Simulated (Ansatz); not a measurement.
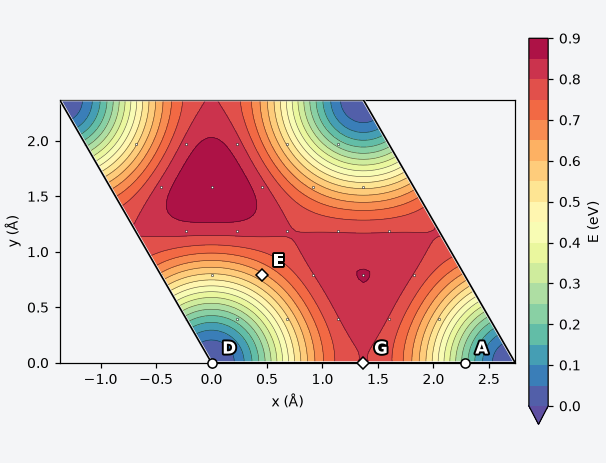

Cl on an Ir(111) slab cut from the Fm-3m phase, its upper half relaxed before the scan (3 atoms of substrate and one adsorbate in a 1 × 1 cell). Cl is moved over the surface cell; relaxed at each place: the height of the adsorbate's atoms; substrate rigid; the origin of the map has the adsorbate above Ir3. Places are given modulo a cell vector. The map is drawn in real space over the plane of the surface. The scan uses a 6 × 6 grid; 10 points were computed and 26 follow by symmetry. All energies are given in eV relative to the lowest grid point. With one adsorbate in each 1 × 1 cell, its nearest image is 2.7 Å away, so neighbouring adsorbates interact. The calculation used DFT PBE, scalar-relativistic, plane waves, PAW in Ansatz. Settings: cutoff 420 eV, k-mesh 12×12×1, gaussian smearing 0.1 eV, no spin polarisation.

Drawn: filled contours, dots at the grid points, the outline of one cell of the plane, lettered points. Between grid points the surface is interpolated.

### What kind of point is each of D, E, G: minimum, saddle, maximum or slope?

D: minimum; E: on a slope; G: saddle point. (In these two coordinates alone; a stationary point may lie a little off the grid point.)

### Rank the lettered points by energy, lowest first.

D (0.00 eV), A (0.23 eV), E (0.64 eV), G (0.80 eV).

PAW datasets: the set soft_1.
